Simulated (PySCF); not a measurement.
## Electronic structure of C$_{3}$H$_{10}$NPSi$_{2}$ in real space

```yaml
atoms:
  - { symbol: C, position_ang: [-3.2145, -1.2021, 0.4606] }
  - { symbol: C, position_ang: [-1.9110, -0.6184, 0.2360] }
  - { symbol: C, position_ang: [-0.8224, -0.1376, 0.0342] }
  - { symbol: Si, position_ang: [0.8698, 0.6176, -0.1804] }
  - { symbol: N, position_ang: [0.9162, 1.8715, -1.3714] }
  - { symbol: Si, position_ang: [2.4127, -1.0118, -0.7725] }
  - { symbol: P, position_ang: [1.3510, 1.7568, 1.7197] }
  - { symbol: H, position_ang: [-3.3763, -1.3512, 1.5281] }
  - { symbol: H, position_ang: [-3.9908, -0.5415, 0.0747] }
  - { symbol: H, position_ang: [-3.2842, -2.1646, -0.0459] }
  - { symbol: H, position_ang: [0.5621, 2.7884, -1.1501] }
  - { symbol: H, position_ang: [0.7394, 1.6533, -2.3377] }
  - { symbol: H, position_ang: [3.7735, -0.5018, -0.9480] }
  - { symbol: H, position_ang: [2.0274, -1.6374, -2.0407] }
  - { symbol: H, position_ang: [2.4862, -2.0871, 0.2204] }
  - { symbol: H, position_ang: [0.0290, 1.9635, 2.0682] }
  - { symbol: H, position_ang: [1.4248, 0.6144, 2.4946] }
```

Geometry: GFN2-xTB.

Level of theory: PBE0/pcSseg-1, SCF density, gas phase, non-relativistic (PySCF).

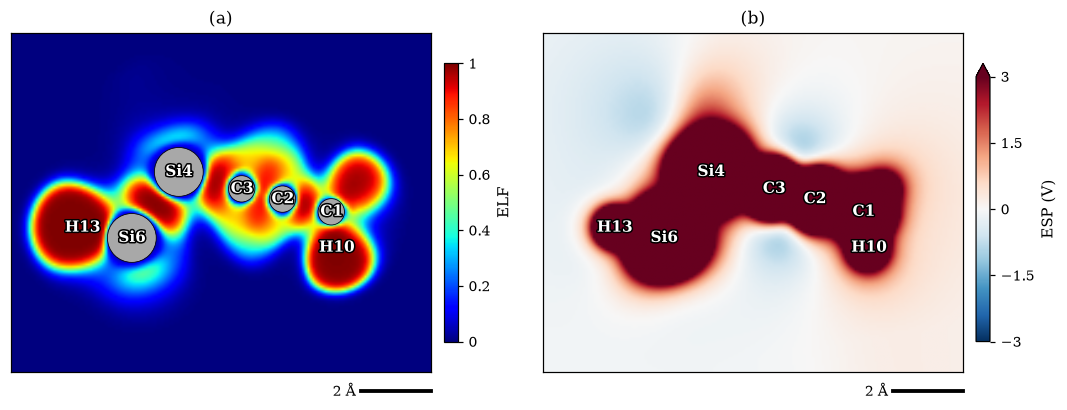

Figure 1. (a) ELF; (b) molecular electrostatic potential on the plane of atoms Si4, Si6 and H13. Grey discs cover the atomic cores in the ELF map.

Question: What does the map show?

Answer:
- Atoms in the plane: C, Si and H.
- C–C (1.21 Å): the ELF peaks at about 0.85 between the atoms (a short, multiple covalent bond).
- C–Si (1.87 Å): the ELF peaks at about 0.95 between the atoms; a shared electron pair.
- Si–Si (2.32 Å): the ELF peaks at about 1 between the atoms: a covalent bond.
- C–H (1.09 Å): the ELF climbs to about 1 towards the hydrogen, as it does in any bond to H: an ordinary covalent bond to hydrogen.
- Outside the dense part of the molecule the potential is most negative (−0.9 V) near C3.

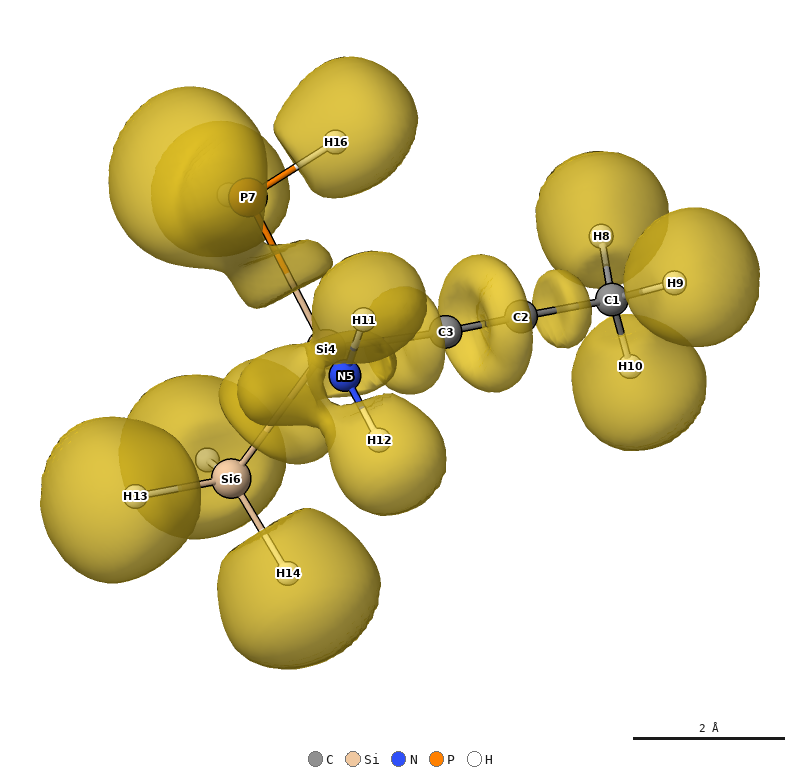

Figure 2. Isosurface of the electron localisation function at 0.8 (yellow), seen at a tilt. Only the valence region is drawn (cores and ρ < 0.01 e/Å³ removed).

Question: Identify the bonds, lone pairs and shells in this picture.

Answer: At this value the surface marks out two regions between bonded C–C atoms (shared pairs), one region between bonded C–Si atoms (shared pairs), one region between bonded Si–Si atoms (shared pairs), eight regions around hydrogen nuclei, one region on P in which the atom's valence shell and bonds are merged and one joined region spread over several atoms (H, N), in which their bonds and any lone pairs are merged. Along the contacts the grid gives the following. Si–N (1.73 Å): the ELF peaks at about 0.90 between the atoms: a polar covalent bond.

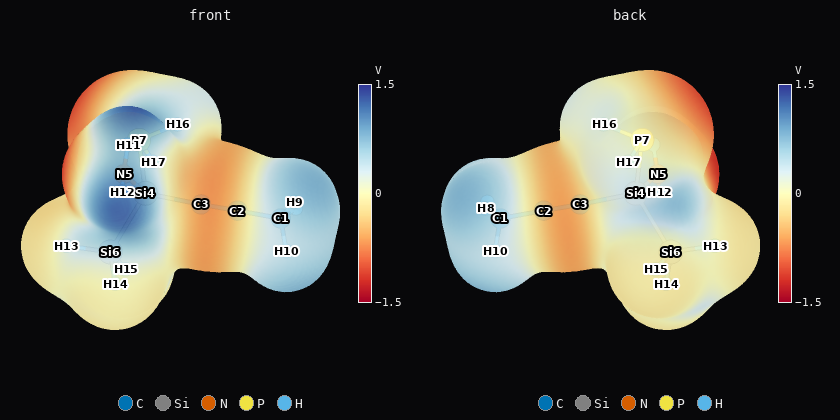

Figure 3. The electrostatic potential painted on the density surface at 0.001 e/bohr³, seen from the front and from behind; the colour scale runs from red (negative) to blue (positive).

Question: Which sites attract a positive test charge, and which a negative one?

Answer: A positive charge is drawn to the negative regions and a negative charge to the positive ones. The most negative region (about −1.1 V) lies over N5, the most positive (about +1.3 V) over H11 and H12. N5 is the likeliest acceptor of a hydrogen bond.
